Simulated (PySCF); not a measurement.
| atom | x (Å) | y (Å) | z (Å) |
| --- | --- | --- | --- |
| C | 2.4600 | 0.9474 | 1.0874 |
| C | 1.8657 | 0.5225 | -0.2094 |
| C | 0.6165 | 0.1026 | -0.4437 |
| C | -0.4295 | -0.0270 | 0.5347 |
| C | -1.6888 | -0.4482 | 0.3105 |
| C | -2.2494 | -0.8564 | -0.9538 |
| N | -3.4577 | -1.2310 | -1.0007 |
| H | 1.7544 | 0.8946 | 1.9096 |
| H | 2.8251 | 1.9713 | 1.0047 |
| H | 3.3179 | 0.3164 | 1.3212 |
| H | 2.5520 | 0.5700 | -1.0461 |
| H | 0.3636 | -0.1655 | -1.4601 |
| H | -0.1719 | 0.2418 | 1.5505 |
| H | -2.3866 | -0.5032 | 1.1345 |
| H | -1.5876 | -0.8206 | -1.8288 |
| H | -3.7911 | -1.5057 | -1.9219 |

Geometry: GFN2-xTB.

These are results of PySCF 2.14.0, PBE0/pcSseg-1, SCF density, gas phase, non-relativistic, not measurements.

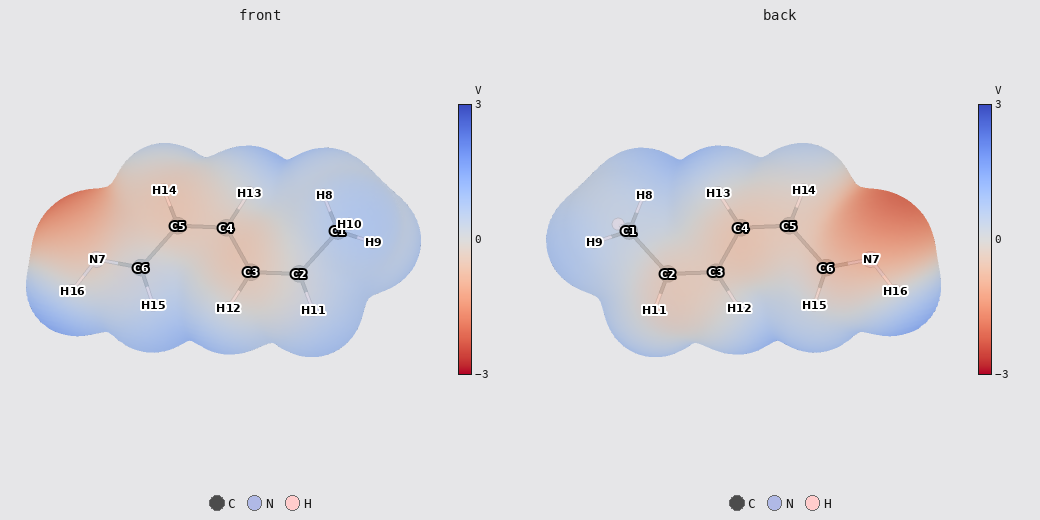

C₆H₉N (SMILES [H]/N=C/C=C\C=C/C). The molecular electrostatic potential painted on the density surface at 0.002 e/bohr³, seen from the front and from behind; the colour scale runs from red (negative) to blue (positive).

### Which sites attract a positive test charge, and which a negative one?

A positive charge is drawn to the negative regions and a negative charge to the positive ones. The most negative region (about −2.0 V) lies over N7, the most positive (about +1.4 V) over H16. N7 is the likeliest acceptor of a hydrogen bond.

### How polar is the molecule by this calculation?

Its dipole moment is 2.82 D.
